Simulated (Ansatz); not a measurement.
# Be (P6_3/mmc, 2 atoms in the cell): modes against biaxial strain in the (0001) plane, that of a and b

Wanted: the shifts of the zone-centre modes of Be (P6_3/mmc, 2 atoms in the cell) with strain.

Program: Ansatz 0.2.0. Level of theory: DFT PBEsol, scalar-relativistic, plane waves, PAW; PAW set soft_1. Results are calculated unless marked as measured.

## 1. Set-up

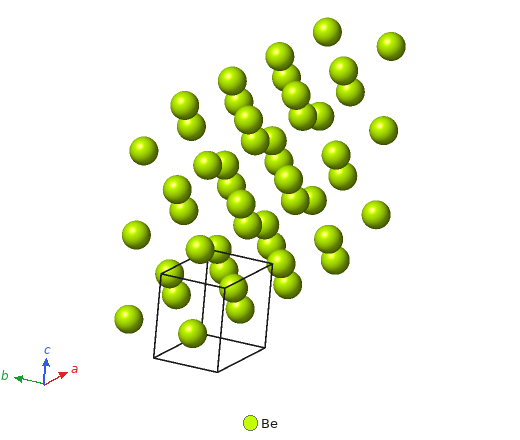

The starting structure, seen from a free direction (beryllium green). 4×2×3 cells are drawn.

## 2. Relaxation

Harmonic phonons are second derivatives at a point where the forces vanish, and they are wanted at zero stress, so atoms and cell are relaxed first.

input.yaml reads:

```yaml
crystal:
  lattice:
    - [2.2853, 0.0, 0.0]
    - [-1.14265, 1.9791278553, 0.0]
    - [0.0, 0.0, 3.5842]
  atoms:
    - { symbol: Be, position: [0.33333333, 0.66666667, 0.25] }
    - { symbol: Be, position: [0.66666667, 0.33333333, 0.75] }
kpoints:
  mp_grid: { grid: [21, 21, 12] }
hamiltonian:
  xc: pbesol
  pseudopotentials: { kind: paw, azcp: { folder: soft_1 }, xc_functional: pbe }
scf:
  occupations: { method: gaussian, width: 0.1 }
output:
  forces: true
  stress: true
  eigenvalues: true
  write_density: true
  write_potential: true
  elf: true
  volumetric_format: npy
relax:
  adjacent_minimum: "off"
  f_tol: 0.005
  max_steps: 80
  cell: { stress_tol: 0.05 }
```

The run is started by

```console
$ ansatz run input.yaml --threads 4 --pin off --max-ram 10240MiB --backend cpu --events-out ev --progress --plain --runs-dir out
```

Numbers of over 12 decimals in the logs are rounded to 6 here.

Log:

```text
Engine: ansatz 0.2.0, aarch64-unknown-linux-gnu
Pseudopotentials: kind: paw
Pseudopotential: Be, paw, valence charge 2, recommended cutoff 420 eV (normal), soft_1/Be.paw.azcp
Functional definition: PBEsol
  exchange = pbesol_x
  correlation = pbesol_c
Crystal: 2 atoms, lattice volume = 16.211 Å³
Basis set: ecut = 420 eV, 311 PW (Γ), exchange–correlation on 32×32×48 points (8 copies of the dense FFT grid, shifted against one another)
Bands: 6, of which v1, the nominal top of the filled ones, is band 2 counted from 1 (1 counted from 0)
Symmetry: 24 space group operations
Space group: P63/mmc (ITA 194), of the structure as read, at distance tolerance 2.5e-5 Å
k-points: 336 of 5292
Non-local potential: Be, projectors of the file, l = 0: 2, l = 1: 2, l = 2: 1
PAW form: soft (Blöchl's): semilocal exchange-correlation on the pseudo side does not see the compensation charge
PAW frozen core: Be, regenerated for the run's functional, and the local potential with it (the file was generated under x = pbe(κ = 0.804, μ = 0.219515), c = pbe(β = 0.066725))
PAW one-centre angular grid: Be, 110 points (default); XC on 64 Gauss nodes
Initial density: superposition of atomic densities (chi_scale 0.1, normalization cell)
Initial wavefunctions: pseudopotential atomic-orbital guess
Functional: x = pbesol(κ = 0.804, μ = 0.123457), c = pbesol(β = 0.046)
SCF iter   1: F=—  HF=-180.707431 eV  |F-HF|=—  |Δ(HF+E_count)|=         —  Δρ=1.40e-2  dr2=2.36e-2  ethr=3.10e-3  ⟨swp⟩=4.6  Hψ=16644  notcnv=0
preconditioner: auto → none  [metal: Δε(μ)=0.018 eV  Ē_g=12.647 eV  σ=0.100 eV  W_gap=0.10  n_scr=2 (ndim 8)  ℏωp=18.4 eV  f_vac=0.000  D(μ)=0.32/eV (n_scr^D=2)  sad-step TF]
SCF iter   2: F=—  HF=-180.694152 eV  |F-HF|=—  |Δ(HF+E_count)|=   1.33e-2  Δρ=8.51e-3  dr2=8.94e-3  ethr=5.89e-4  ⟨swp⟩=1.0  Hψ=4704  notcnv=0
SCF iter   3: F=—  HF=-180.690174 eV  |F-HF|=—  |Δ(HF+E_count)|=   3.98e-3  Δρ=4.38e-4  dr2=2.67e-5  ethr=2.24e-4  ⟨swp⟩=1.0  Hψ=2014  notcnv=0
SCF iter   4: F=—  HF=-180.690205 eV  |F-HF|=—  |Δ(HF+E_count)|=   3.06e-5  Δρ=2.88e-5  dr2=9.01e-8  ethr=2.50e-9  ⟨swp⟩=5.9  Hψ=9398  notcnv=0
SCF iter   5: F=-180.690205 eV  HF=-180.690205 eV  |F-HF|=1.55e-9  |Δ(HF+E_count)|=   3.82e-8  Δρ=5.59e-6  dr2=3.34e-9  ethr=2.25e-9  ⟨swp⟩=4.3  Hψ=7190  notcnv=0
SCF 1 converged in 5 iterations: F = -180.690205 eV  dr2 = 3.34e-9
  greatest PAW one-centre occupation: 0.351 electrons in one spin orbital (limit 2), on the Be atom at site 1 (counted from 0), in its partial waves of l = 0
relax step   1: F+E_penalty+E_count = -180.69020466 eV  Δ(F+E_penalty+E_count) = +0.000e0 eV  max|allowed force component| = 1.018e-16 eV/Å  Δτ_max = 0.0000 Å  P = -3.956 GPa  Ω = 16.211 Å³  (5 SCF iters, dr2 threshold 1.00e-7 eV, accepted)
Crystal: 2 atoms, lattice volume = 15.892 Å³
Initial density: handed on by an earlier stage of this run
Initial wavefunctions: those handed on with the density
iter 1 solved again at ethr=5.05e-7 eV; its pass at ethr=3.10e-3 eV (dr2=2.02e-5 eV) is discarded
SCF iter   1: F=—  HF=-180.696167 eV  |F-HF|=—  |Δ(HF+E_count)|=         —  Δρ=5.29e-4  dr2=2.01e-5  ethr=5.05e-7  ⟨swp⟩=2.3  Hψ=19831  notcnv=0
preconditioner: auto → none  [metal: Δε(μ)=0.002 eV  Ē_g=12.843 eV  σ=0.100 eV  W_gap=0.01  n_scr=2 (ndim 8)  ℏωp=18.6 eV  f_vac=0.000  D(μ)=0.31/eV (n_scr^D=2)]
SCF iter   2: F=—  HF=-180.696212 eV  |F-HF|=—  |Δ(HF+E_count)|=   4.48e-5  Δρ=2.59e-4  dr2=4.58e-6  ethr=5.02e-7  ⟨swp⟩=1.0  Hψ=2016  notcnv=0
SCF iter   3: F=-180.696214 eV  HF=-180.696214 eV  |F-HF|=1.37e-9  |Δ(HF+E_count)|=   1.82e-6  Δρ=4.82e-6  dr2=1.04e-9  ethr=5.00e-9  ⟨swp⟩=5.3  Hψ=7908  notcnv=0
SCF 2 converged in 3 iterations: F = -180.696214 eV  dr2 = 1.04e-9
  greatest PAW one-centre occupation: 0.355 electrons in one spin orbital (limit 2), on the Be atom at site 1 (counted from 0), in its partial waves of l = 0
relax step   2: F+E_penalty+E_count = -180.69621358 eV  Δ(F+E_penalty+E_count) = -6.009e-3 eV  max|allowed force component| = 1.573e-16 eV/Å  Δτ_max = 0.0000 Å  P = -1.738 GPa  Ω = 15.892 Å³  energy of the carried Pulay correction = +3.830e-5 eV  (3 SCF iters, dr2 threshold 2.00e-7 eV, accepted)
Crystal: 2 atoms, lattice volume = 15.649 Å³
iter 1 solved again at ethr=3.29e-7 eV; its pass at ethr=3.10e-3 eV (dr2=1.31e-5 eV) is discarded
SCF iter   1: F=—  HF=-180.697435 eV  |F-HF|=—  |Δ(HF+E_count)|=         —  Δρ=4.04e-4  dr2=1.31e-5  ethr=3.29e-7  ⟨swp⟩=2.2  Hψ=18957  notcnv=0
preconditioner: auto → none  [metal: Δε(μ)=0.007 eV  Ē_g=12.985 eV  σ=0.100 eV  W_gap=0.04  n_scr=2 (ndim 8)  ℏωp=18.8 eV  f_vac=0.000  D(μ)=0.30/eV (n_scr^D=2)]
SCF iter   2: F=—  HF=-180.697471 eV  |F-HF|=—  |Δ(HF+E_count)|=   3.65e-5  Δρ=1.94e-4  dr2=2.80e-6  ethr=3.27e-7  ⟨swp⟩=1.0  Hψ=2016  notcnv=0
SCF iter   3: F=-180.697472 eV  HF=-180.697472 eV  |F-HF|=1.45e-9  |Δ(HF+E_count)|=   9.03e-7  Δρ=5.19e-6  dr2=1.42e-9  ethr=5.00e-9  ⟨swp⟩=5.1  Hψ=7827  notcnv=0
SCF 3 converged in 3 iterations: F = -180.697472 eV  dr2 = 1.42e-9
  greatest PAW one-centre occupation: 0.359 electrons in one spin orbital (limit 2), on the Be atom at site 1 (counted from 0), in its partial waves of l = 0
relax step   3: F+E_penalty+E_count = -180.69747195 eV  Δ(F+E_penalty+E_count) = -1.258e-3 eV  max|allowed force component| = 3.701e-16 eV/Å  Δτ_max = 0.0000 Å  P = +0.138 GPa  Ω = 15.649 Å³  energy of the carried Pulay correction = +6.800e-5 eV  (3 SCF iters, dr2 threshold 2.00e-7 eV, accepted)
[...]
relax step   4: F+E_penalty+E_count = -180.69748460 eV  Δ(F+E_penalty+E_count) = -1.265e-5 eV  max|allowed force component| = 2.220e-16 eV/Å  Δτ_max = 0.0000 Å  P = -0.002 GPa  Ω = 15.665 Å³  energy of the carried Pulay correction = +6.606e-5 eV  (3 SCF iters, dr2 threshold 2.00e-7 eV, accepted)
[...]
relax step   5: F+E_penalty+E_count = -180.69748606 eV  Δ(F+E_penalty+E_count) = -1.459e-6 eV  max|allowed force component| = 2.128e-16 eV/Å  Δτ_max = 0.0000 Å  P = +0.000 GPa  Ω = 15.665 Å³  energy of the carried Pulay correction = +6.602e-5 eV  (2 SCF iters, dr2 threshold 1.93e-8 eV, accepted)
Initial wavefunctions: pseudopotential atomic-orbital guess (no wavefunctions were taken with the density)
iter 1 solved again at ethr=2.46e-9 eV; its pass at ethr=3.10e-3 eV (dr2=9.83e-8 eV) is discarded
SCF iter   1: F=—  HF=-180.697396 eV  |F-HF|=—  |Δ(HF+E_count)|=         —  Δρ=1.95e-5  dr2=1.66e-8  ethr=2.46e-9  ⟨swp⟩=3.1  Hψ=23209  notcnv=0
SCF iter   2: F=—  HF=-180.697432 eV  |F-HF|=—  |Δ(HF+E_count)|=   3.57e-5  Δρ=1.09e-5  dr2=6.07e-9  ethr=4.14e-10  ⟨swp⟩=2.0  Hψ=2688  notcnv=0
SCF iter   3: F=—  HF=-180.697432 eV  |F-HF|=—  |Δ(HF+E_count)|=   2.38e-9  Δρ=2.64e-6  dr2=5.66e-10  ethr=1.52e-10  ⟨swp⟩=1.0  Hψ=2016  notcnv=0
SCF iter   4: F=—  HF=-180.697432 eV  |F-HF|=—  |Δ(HF+E_count)|=  3.60e-11  Δρ=7.04e-7  dr2=4.05e-11  ethr=1.42e-11  ⟨swp⟩=1.0  Hψ=2016  notcnv=0
SCF iter   5: F=-180.697432 eV  HF=-180.697432 eV  |F-HF|=0.00e0  |Δ(HF+E_count)|=  3.35e-12  Δρ=1.02e-7  dr2=9.46e-13  ethr=1.00e-12  ⟨swp⟩=4.0  Hψ=5048  notcnv=0
SCF 6 converged in 5 iterations: F = -180.697432 eV  dr2 = 9.46e-13
relax step   6: F+E_penalty+E_count = -180.69743202 eV  Δ(F+E_penalty+E_count) = +5.404e-5 eV  max|allowed force component| = 2.128e-16 eV/Å  Δτ_max = 0.0000 Å  P = -0.007 GPa  Ω = 15.665 Å³  stress off target by 8.51e-3 GPa  SCF on the basis re-selected at this cell (its energy is not comparable with the rows above)  (5 SCF iters)
basis re-selected at this cell: Δ(F+E_penalty+E_count) = +5.404e-5 eV, ΔP = -0.007 GPa vs the last step (what re-selecting the basis moved, of the pressure what is left beyond the Pulay correction that the steps carried, after the strain that the cell walked since its last selection, with what the two solves' SCF thresholds leave and, on support functions, any second-order correction that the steps lacked; it is no m [...]
SCF converged after 5 iterations
Free energy (F): -180.697432 eV
Harris-Foulkes:  -180.697432 eV  (|F-HF|=0.00e0)
Internal energy: -180.695929 eV  (E = F + TS)
E sigma→0 (E₀):  -180.696680 eV
Entropy (-TS):   -0.001504 eV (-0.752 meV/atom)
Fermi energy:    8.222792 eV
--- Per-component energies (eV) ---
  E_band       = 12.404407
  E_kinetic    = 43.000509
  E_local      = 6.430792  (includes V_loc(G=0)·N_el)
  E_nonlocal   = 7.548935
  E_hartree    = 0.077246
  E_xc         = -40.721453
  E_vxc        = -41.739699  (∫ρ·V_xc dr)
  E_paw        = -113.300306  (= ΣΔE_a)
  E_vpaw       = -2.990622  (= ΣTr[D̂ρ^β])
  E_aug_tail   = -0.000001  (compensation charges beyond the density's cutoff)
  E_ewald      = -83.750713
  E_core_change = 0.019063  (= ΣΔE_core)
  E_smearing   = -0.001504  (= −TS)
  E_closure    = -0.000000  (closes the sum)
  Σ components = -180.697432   (vs F -180.697432, Δ=0.00e0)
--- Forces (eV/Å), atoms counted from 1 ---
  atom   1  Be    -0.00000000    -0.00000000     0.00000000
  atom   2  Be     0.00000000     0.00000000    -0.00000000
  max |Σ_I F_I| component: 5.55e-17 eV/Å
--- Stress (GPa, compression-positive) ---
       -0.005987       0.000000       0.000000
       -0.000000      -0.005987      -0.000000
        0.000000      -0.000000      -0.008512
  P = ⅓ Tr σ = -0.0068 GPa (-0.068 kbar)
--- Band table (eV; the first three rows and the last of 336) ---
  k-point 0: bands = ["-3.1993", "3.6793", "9.3029", "24.3350", "24.3350", "27.1916"]
  k-point 1: bands = ["-3.1393", "3.3224", "9.8008", "24.3901", "24.3901", "27.1727"]
  k-point 2: bands = ["-2.9591", "2.5010", "11.0438", "24.5529", "24.5529", "27.1061"]
  k-point 335: bands = ["7.0498", "7.0498", "8.5256", "8.5256", "14.5796", "14.5796"]
--- Relaxed structure (5 steps of the walk, 5 accepted, 1 SCFs on fresh bases) ---
  F+E_penalty+E_count = -180.69743202 eV   max|allowed force component| = 2.128e-16 eV/Å   (the final SCF, on the basis selected at the relaxed cell)
  cell:  # Å, volume = 15.6654 Å³
    - [2.254786, 0, 0]
    - [-1.127393, 1.952702, 0]
    - [0, 0, 3.557946]
  atoms:
    - { symbol: Be, position: [0.333333, 0.666667, 0.25] }
    - { symbol: Be, position: [0.666667, 0.333333, 0.750000] }
```

It took 4.5 s on 4 threads of Arm Neoverse V1, shared host; peak memory 0.34 GiB; 16 s of CPU time.

Step by step:

| step | energy less that of the first step (eV) | largest force component (eV/Å) | pressure (GPa) | volume (Å³) |
| --- | --- | --- | --- | --- |
| 1 | 0.0000 | 0.0000 | -3.96 | 16.21 |
| 2 | -0.0060 | 0.0000 | -1.74 | 15.89 |
| 3 | -0.0073 | 0.0000 | 0.14 | 15.65 |
| 4 | -0.0073 | 0.0000 | 0.00 | 15.67 |
| 5 | -0.0073 | 0.0000 | 0.00 | 15.67 |
| 6* | -0.0072 | 0.0000 | -0.01 | 15.67 |

Relaxation steps marked * repeat the geometry before them on a plane-wave basis chosen anew for their cell, so energy and pressure can jump there.

Forces are held to the 24 operations that the run works with; a distortion that breaks them can't arise in this run.

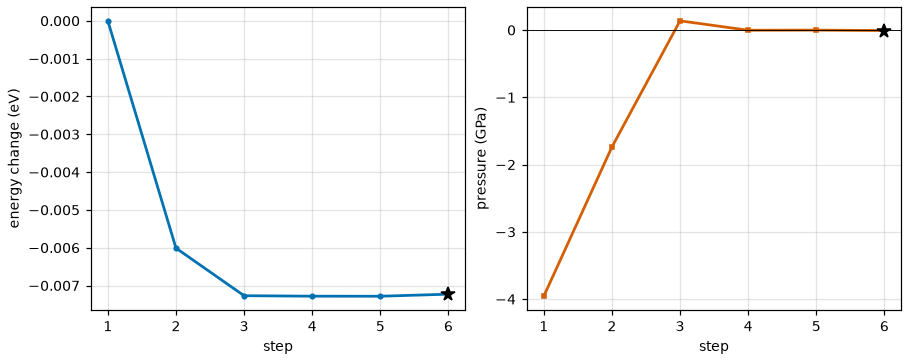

Energy and pressure along the relaxation. Stars mark steps on a basis chosen anew.

| conventional cell, symmetrised | before | after | change |
| --- | --- | --- | --- |
| a (Å) | 2.285 | 2.255 | -1.3 % |
| b (Å) | 2.285 | 2.255 | -1.3 % |
| c (Å) | 3.584 | 3.558 | -0.7 % |
| volume (Å³/atom) | 8.11 | 7.83 | -3.4 % |

The relaxed structure:

```xyz
2
Lattice="2.2548 0.0000 0.0000 -1.1274 1.9527 0.0000 0.0000 0.0000 3.5579" Properties=species:S:1:pos:R:3 pbc="T T T"
Be    0.0000    1.3018    0.8895
Be    1.1274    0.6509    2.6685
```

This step gave:

| Property | Result |
| --- | --- |
| pressure | -0.006829 GPa |
| volume per atom | 7.833 Å³ |
| gap on the k-mesh | 0 eV |

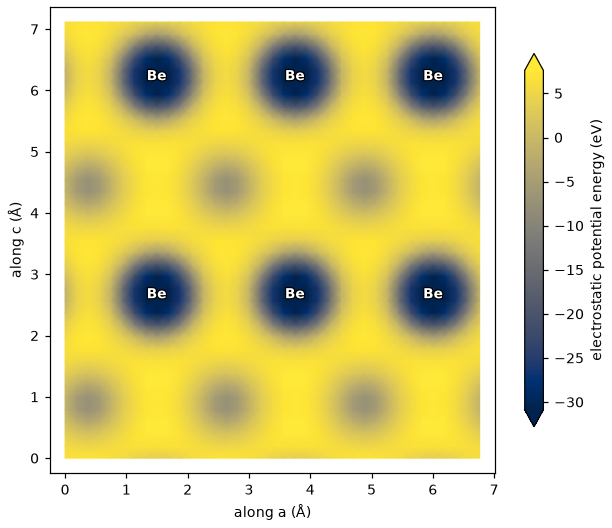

Electrostatic potential energy in the ac plane at fractional y = 0.333, with atoms of Be within 0.2 Å of it. With pseudopotentials it is smooth inside the atoms' cores, unlike the true potential.

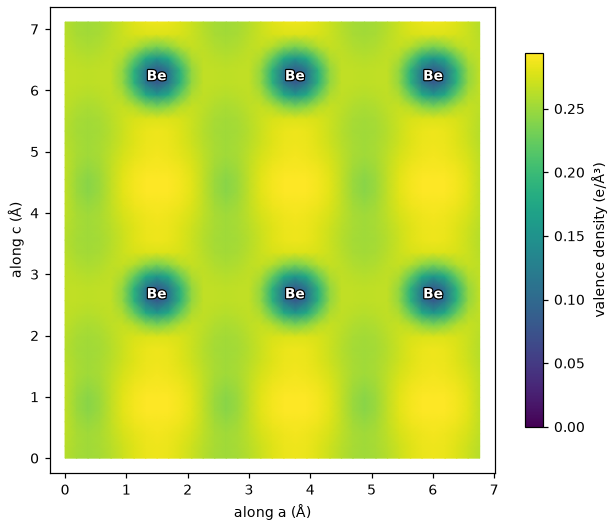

Valence density in the ac plane at fractional y = 0.333, with atoms of Be within 0.2 Å of it. It is the smooth field of the valence electrons, not physical close to the nuclei.

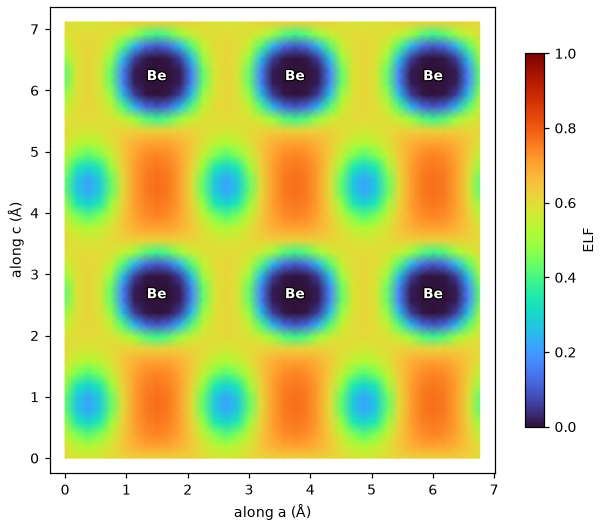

ELF in the ac plane at fractional y = 0.333, with atoms of Be within 0.2 Å of it. It is the smooth field of the valence electrons, not physical close to the nuclei.

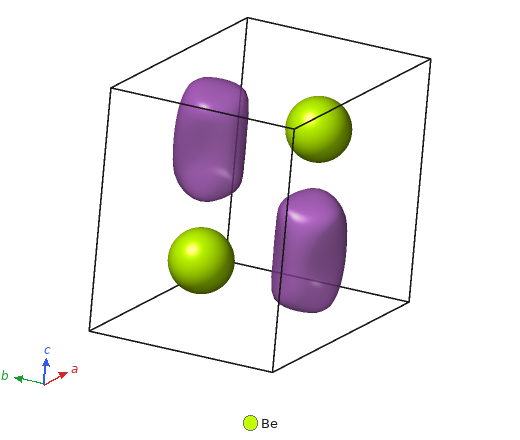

Surface of ELF = 0.69.

In this step the volume went from 8.11 to 7.83 Å³/atom.

## 3. Tight relaxation

Phonons need small forces and stress, so the relaxation is finished with tight tolerances on 24×24×12 k points.

input.yaml reads:

```yaml
crystal:
  lattice:
    - [2.2547857386, 0.0, 0.0]
    - [-1.1273928693, 1.9527017297, 0.0]
    - [0.0, 0.0, 3.5579458752]
  atoms:
    - { symbol: Be, position: [0.3333333333, 0.6666666667, 0.25] }
    - { symbol: Be, position: [0.6666666667, 0.3333333333, 0.75] }
kpoints:
  mp_grid: { grid: [24, 24, 12] }
hamiltonian:
  xc: pbesol
  pseudopotentials: { kind: paw, azcp: { folder: soft_1 }, xc_functional: pbe }
scf:
  occupations: { method: methfessel_paxton, width: 0.2 }
output:
  forces: true
  stress: true
  eigenvalues: true
relax:
  adjacent_minimum: "off"
  f_tol: 0.001
  max_steps: 60
  cell: { stress_tol: 0.01 }
```

Log:

```text
[...]
Crystal: 2 atoms, lattice volume = 15.665 Å³
Basis set: ecut = 420 eV, 311 PW (Γ), exchange–correlation on 32×32×48 points (8 copies of the dense FFT grid, shifted against one another)
Bands: 6, of which v1, the nominal top of the filled ones, is band 2 counted from 1 (1 counted from 0)
Symmetry: 24 space group operations
[...]
k-points: 427 of 6912
[...]
P = ⅓ Tr σ = 0.0059 GPa (0.059 kbar)
--- Band table (eV; the first three rows and the last of 427) ---
[...]
--- Relaxed structure (3 steps of the walk, 3 accepted, 1 SCFs on fresh bases) ---
[...]
cell:  # Å, volume = 15.6699 Å³
    - [2.256788, 0, 0]
    - [-1.128394, 1.954436, 0]
    - [0, 0, 3.552654]
  atoms:
    - { symbol: Be, position: [0.333333, 0.666667, 0.250000] }
    - { symbol: Be, position: [0.666667, 0.333333, 0.750000] }
[key lines of the parts left out:]
SCF converged after 4 iterations
Free energy (F): -180.698840 eV
Fermi energy:    8.146482 eV
```

It took 3.8 s on 4 threads; peak memory 0.35 GiB.

Step by step:

| step | energy less that of the first step (eV) | largest force component (eV/Å) | pressure (GPa) | volume (Å³) |
| --- | --- | --- | --- | --- |
| 1 | 0.0000 | 0.0000 | 0.01 | 15.67 |
| 2 | -0.0001 | 0.0000 | 0.02 | 15.67 |
| 3 | -0.0001 | 0.0000 | 0.01 | 15.67 |
| 4* | -0.0001 | 0.0000 | 0.01 | 15.67 |

Relaxation steps marked * repeat the geometry before them on a plane-wave basis chosen anew for their cell, so energy and pressure can jump there.

The run keeps the 24 symmetry operations that it works with, so distortions that break them were not tested.

| conventional cell, symmetrised | before | after | change |
| --- | --- | --- | --- |
| a (Å) | 2.255 | 2.257 | +0.1 % |
| b (Å) | 2.255 | 2.257 | +0.1 % |
| c (Å) | 3.558 | 3.553 | -0.1 % |
| volume (Å³/atom) | 7.83 | 7.83 | +0.0 % |

Final coordinates:

```
Be
1.0
     2.25679    0.00000    0.00000
    -1.12839    1.95444    0.00000
     0.00000    0.00000    3.55265
Be
2
Direct
  0.33333 0.66667 0.25000
  0.66667 0.33333 0.75000
```

This step gave:

| Item | Value |
| --- | --- |
| pressure | 0.005861 GPa |
| volume per atom | 7.835 Å³ |

The forces vanish by symmetry and the pressure is 0.006 GPa, within the tolerances set. The cell now holds 7.83 Å³/atom.

(Continued in part 2 of 2.)

[Logs are printed without paths, hosts, clocks, repeated set-up lines and the standing remarks that a program may print on its own settings, such as how far it seeks lower states.]

[Hosts, paths, dates, database ids (printed as entryN), source tags and the programs' standing remarks are cut or masked in the printed files.]
